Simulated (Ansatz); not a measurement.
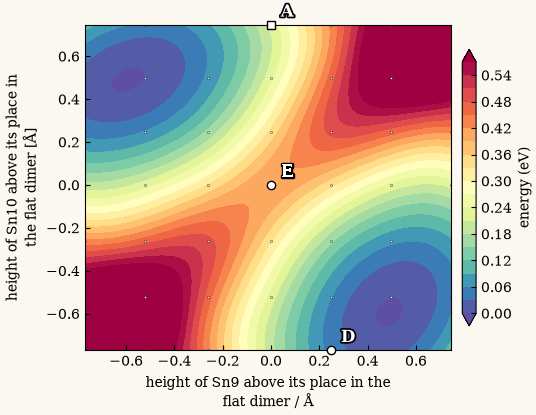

A Sn(100) slab cut from the Fd-3m phase, its lower face capped with 4 H atoms (14 atoms in the cell). Two atoms of the surface dimers are held at set heights. Coordinates scanned: (1) height of Sn9 above its place in the flat dimer; (2) height of Sn10 above its place in the flat dimer. Relaxed at each point: all atoms of the upper layers, but for the two heights. The grid has 7 × 7 points; 28 points were computed and 21 follow by symmetry. Points are written as (first, second). All energies are given in eV relative to the lowest grid point. Method: Ansatz, DFT PBEsol, scalar-relativistic, plane waves, PAW. Settings: cutoff 420 eV, k-mesh 3×6×1, gaussian smearing 0.05 eV, no spin polarisation.

Drawn: filled contours, dots at the grid points, one colour for all values above the top of the scale, lettered points. Between grid points the surface is interpolated.

Rank the lettered points by energy, lowest first.

D (0.049 eV), A (0.22 eV), E (0.41 eV).
